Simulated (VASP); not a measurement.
Band structure of LiBr (rock salt). Computed with rev-vdW-DF2, VASP's PBE PAW potentials (set 64) (plane waves; VASP).

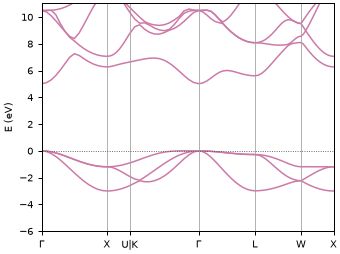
Figure. Bands along high-symmetry lines, zero at the valence-band maximum or, without a gap, the Fermi level

### Question
Read the plot: is there a gap, and where are the band edges?

### Answer
The gap is indirect, 5.02 eV, from the valence maximum at K-Γ at 0.79 to the conduction minimum at Γ. (Edges off the drawn lines would not show.)

Measured: gap 7.60 eV (computed value off by -2.58 eV), as given by Abedi et al., (2022), arXiv:2211.14644.

The compound is LiBr in the rock salt structure. It was relaxed first.
